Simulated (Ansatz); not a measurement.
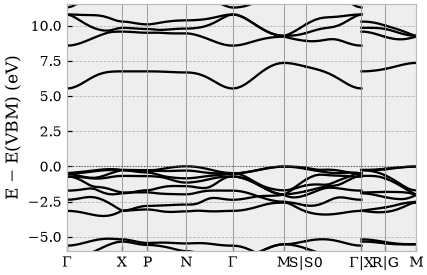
Figure: Band structure from r²SCAN in the plane-wave PAW code Ansatz

Task: Read off the gap and where the band edges lie.

Result: About 5.5 eV (5.53 eV by a search for the band edges); maximum at N, minimum at Γ.

The material is BAsO4 in space group I-4 (No. 82; B on 2d, As on 2a, O on 8g).

The workflow started from a Materials Project entry (that database holds measured and hypothetical structures alike); the Crystallography Open Database files this formula in space group No. 82, but the cells were not matched. Its standing as an ambient phase is unchecked. The r²SCAN relaxation kept the symmetry of its start; whether a distortion lowers the energy is not shown. Spin–orbit coupling is left out wherever it is not named.

Potentials: the earlier of the program's two PAW sets.
